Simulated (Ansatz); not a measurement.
**Geometry relaxation, with input and output: HF**

The run: geometry relaxation of HF. Method and program: RKS PBE0-D4/def2-TZVP (Ansatz 0.2.0).

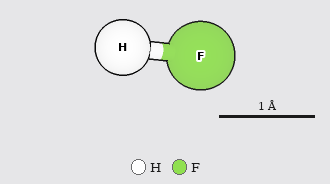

**Figure 1.** The structure as given in the input (ball-and-stick view, seen at a tilt). Bond lengths as drawn: F–H 0.93 Å.

**Summary**

- outcome: converged
- total energy: −2731.8032 eV
- mean-field energy: −2731.8017 eV
- dispersion energy: −0.0015 eV
- SCF solution under orbital rotations: stable
- largest force (length of the vector) at the end: 0.001 eV/Å
- dipole moment: 1.93 D
- hardware: 2 CPU threads, shared host
- peak memory: 0.24 GiB

**Input file**
```yaml
crystal:
  periodic: [false, false, false]
  atoms:
    - {symbol: H, position_ang: [-0.279174, -0.296135, 0.231387]}
    - {symbol: F, position_ang: [-0.844549, -0.873374, 0.682364]}
basis:
  gaussian: {orbitals: def2-TZVP}
hamiltonian: {xc: pbe0, dispersion: d4}
relax: {f_tol: 0.005, max_steps: 200}
```

Launch command:
```bash
ansatz run in.yaml --threads 2 --pin off --events-out ev --progress --plain --max-ram 4352MiB
```

**Output**
```
Functional definition: PBE0
  name "PBE0"
  cite "Adamo & Barone, J. Chem. Phys. 110, 6158 (1999) doi:10.1063/1.478522"
  cite "Perdew, Burke & Ernzerhof, Phys. Rev. Lett. 77, 3865 (1996) doi:10.1103/PhysRevLett.77.3865"
  parent pbe
  parameter a = 0.25
  parameter kappa = 0.804
  parameter beta = 0.06672455060314922
  exchange = (1 - a)*pbe_x(kappa = kappa, mu = beta*pi^2/3) + a*exact_x
  correlation = pbe_c(beta = beta)
200 factors; their error is unknown
mean field evaluation 1: about -2730.4213 eV, gradient 3.2e1 eV
mean field evaluation 2: about -2729.1483 eV, gradient 4.5e1 eV
mean field evaluation 4: about -2731.7882 eV, gradient 1.2e-1 eV
mean field evaluation 8: about -2731.8009 eV, gradient 1.2e-2 eV
mean field -2731.80086406 eV, -100.3918300729 hartree, gradient 6.8e-6 eV, S^2 0.000000; 0 other end points of the search recorded, 0 dependent functions left out
the calculation of the forces begins
reference -2731.80087257 eV, -100.3918303858 hartree; 5, 5 occupied and 32, 32 virtual orbitals, 200 factors
relax step   1: F+E_penalty+E_count = -2731.80237908 eV  Δ(F+E_penalty+E_count) = +0.000e0 eV  max|allowed force component| = 1.960e-1 eV/Å  Δτ_max = 0.0000 Å  (21 SCF iters, accepted)
these checks for a lower state are left out or cut short: starts, cluster_reference, orbital_swaps, neighbouring_geometries, increment
200 factors; their error is unknown
mean field evaluation 16: about -2731.7890 eV, gradient 2.2e-4 eV
mean field -2731.80166524 eV, -100.3918595158 hartree, gradient 2.5e-5 eV, S^2 0.000000; 0 other end points of the search recorded, 0 dependent functions left out
the calculation of the forces begins
reference -2731.80167369 eV, -100.3918598265 hartree; 5, 5 occupied and 32, 32 virtual orbitals, 200 factors
relax step   2: F+E_penalty+E_count = -2731.80317888 eV  Δ(F+E_penalty+E_count) = -7.998e-4 eV  max|allowed force component| = 4.020e-2 eV/Å  Δτ_max = 0.0021 Å  (25 SCF iters, accepted)
these checks for a lower state are left out or cut short: starts, cluster_reference, orbital_swaps, neighbouring_geometries, increment
200 factors; their error is unknown
mean field -2731.80169997 eV, -100.3918607920 hartree, gradient 2.5e-5 eV, S^2 0.000000; 0 other end points of the search recorded, 0 dependent functions left out
the calculation of the forces begins
reference -2731.80170840 eV, -100.3918611021 hartree; 5, 5 occupied and 32, 32 virtual orbitals, 200 factors
relax step   3: F+E_penalty+E_count = -2731.80321325 eV  Δ(F+E_penalty+E_count) = -3.437e-5 eV  max|allowed force component| = 5.514e-4 eV/Å  Δτ_max = 0.0005 Å  (25 SCF iters, accepted)
200 factors; their error is unknown
mean field evaluation 32: about -2731.7890 eV, gradient 2.0e-5 eV
```

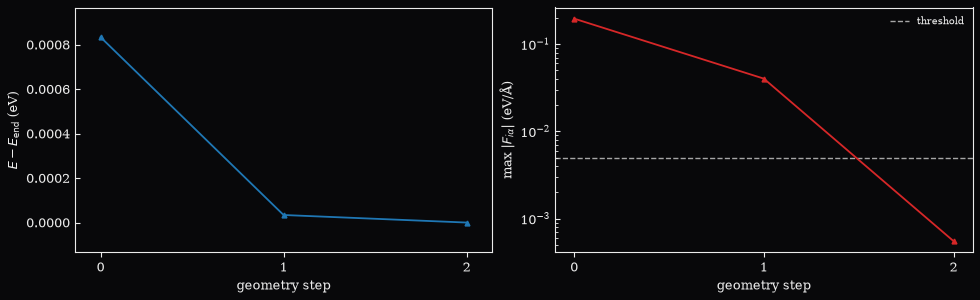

**Figure 2.** Progress of the relaxation, step by step (the first geometry is step 0 here and step 1 in the log). No atom moves by more than 0.005 Å after the best rigid fit. Among the contacts that change: H1–F2 0.925 → 0.920 Å. The energy falls by 0.001 eV in 2 geometry steps. The largest force component goes from 0.2 to 0.00055 eV/Å. (Atoms are counted from 1 in the order of the input.)

```
mean field -2731.80169997 eV, -100.3918607920 hartree, gradient 2.5e-5 eV, S^2 0.000000; 1 other end points of the search recorded, 0 dependent functions left out
the calculation of the forces begins
reference -2731.80170840 eV, -100.3918611021 hartree; 5, 5 occupied and 32, 32 virtual orbitals, 200 factors
Total energy: -2731.80322169 eV, -100.3919167144 hartree
Atom 0 at    -0.280790    -0.297785     0.232676 Å, force     0.000540     0.000551    -0.000431 eV/Å
Atom 1 at    -0.842933    -0.871724     0.681075 Å, force    -0.000540    -0.000551     0.000431 eV/Å
Dipole moment:     0.244900     0.250039    -0.195347 e Å
```

**Trajectory as extended XYZ (Å, eV, eV/Å), 3 frames, from step=1 to step=3**
```
2
Properties=species:S:1:pos:R:3:forces:R:3 step=1 energy=-2731.80238
H    -0.2792   -0.2961    0.2314   -0.1920  -0.1960   0.1531
F    -0.8445   -0.8734    0.6824    0.1920   0.1960  -0.1531
2
Properties=species:S:1:pos:R:3:forces:R:3 step=2 energy=-2731.80318
H    -0.2805   -0.2974    0.2324   -0.0394  -0.0402   0.0314
F    -0.8433   -0.8721    0.6813    0.0394   0.0402  -0.0314
2
Properties=species:S:1:pos:R:3:forces:R:3 step=3 energy=-2731.80321
H    -0.2808   -0.2978    0.2327    0.0005   0.0006  -0.0004
F    -0.8429   -0.8717    0.6811   -0.0005  -0.0006   0.0004
```
